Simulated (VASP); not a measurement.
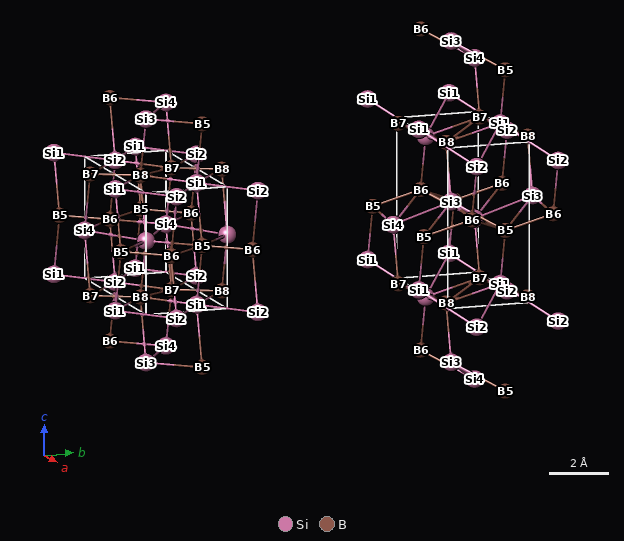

Two geometries of solid SiB (a generated structure, set up in Pnma), drawn at one scale. One is the start of a relaxation, the other its converged end. The picture is a ball-and-stick view of the cell of the calculation, seen slightly off an axis.

These are results of Kohn-Sham DFT of a periodic cell, PBE, VASP PAW PBE potentials, recommended (VASP), not measurements. (plane-wave cutoff 520 eV; k-point mesh 6 × 10 × 8; occupations gaussian; smearing width 0.1 eV; no spin polarisation)

Which geometry has the lower energy?

Answer. The right one is the relaxed one. The run lets cell and atoms move. Over 74 geometry steps the energy falls by 218 meV per atom. Largest force component: 0.26 eV/Å at the start, 0.0077 eV/Å at the end. Pressure: 0.68 GPa at the start and 0.05 GPa at the end. The largest moves relative to the cell, 0.56 Å, are those of Si1, Si2, Si3 and Si4. Si1 goes along +c. Largest moves by element: Si 0.56 Å, B 0.35 Å. The drawn cell changes as follows: a 6.289 → 5.245 Å (−16.6 %), b 2.972 → 2.977 Å (+0.2 %), c 4.290 → 5.659 Å (+31.9 %); the volume changes by +10.2 %. Among the contacts that change: Si1–B5 2.173 → 3.711 Å, Si1–Si3 2.804 → 3.308 Å, Si1–B7 2.575 → 2.113 Å, Si1–B5 (another image) 2.266 → 2.052 Å. Bonds break: Si1–B5 (2.17 → 3.71 Å), Si2–B6 (2.17 → 3.71 Å), Si3–B8 (2.17 → 3.71 Å), Si4–B7 (2.17 → 3.71 Å). Among the angles between lasting bonds that change: Si2–Si1–B8 171.7° → 132.2°, Si1–B8–B7 166.1° → 133.7°, Si2–Si1–B5 77.1° → 103.1°. The space group stays Pnma (No. 62). At step 42 the optimiser overshot: the energy rose above the start, and later steps came back. The volume changes by over a tenth within one run on a fixed set of plane waves, so the end point should be relaxed again from the new cell.
